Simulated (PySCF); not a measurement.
# TaCl6−: NMR shieldings with heavy atoms

Programs: PySCF 2.14.0, with routines of our own; each step states its level. All values are computed. Atoms count from 0.

## 1. The starting structure

7 atoms, charge -1, multiplicity 1; geometry from: GFN2-xTB.

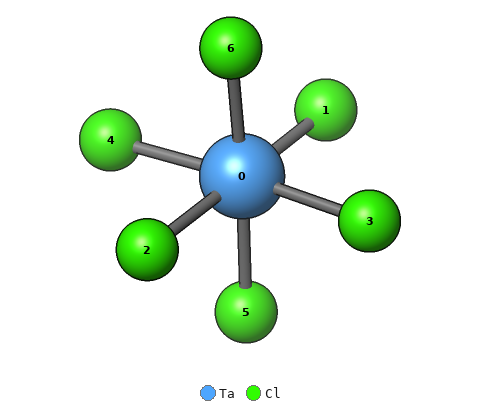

The starting geometry (tantalum blue, chlorine green); sticks join atoms by distance alone.

## 2. Geometry optimisation at PBE0-D3(BJ)/def2-SVP

The job: settings as JSON, then the geometry in Å.

```
{"job": {"xc": "PBE0", "basis": "def2-SVP", "d3": "d3bj", "grid": 1, "maxiter": 30, "shake": 0.03, "kind": "geom"}, "charge": -1, "multiplicity": 1}
Ta     0.061460    -0.076520     0.012550
Cl    -0.024400    -0.013190     2.350710
Cl    -0.030040     0.011850    -2.382820
Cl     2.456770     0.004410     0.003280
Cl    -2.365140    -0.037110    -0.055780
Cl    -0.031330     2.371560     0.006830
Cl     0.024540    -2.363000    -0.003320
```

The run is started by

```sh
$ OMP_NUM_THREADS=1 python heavy_run.py task.json out
```

One launch serves the whole session: the jobs run in the order shown.

Q: Estimate the wall time and peak memory of this first job on 1 thread of Intel Xeon Platinum 8488C, shared host.

About 2 min, with a peak of 0.64 GiB.
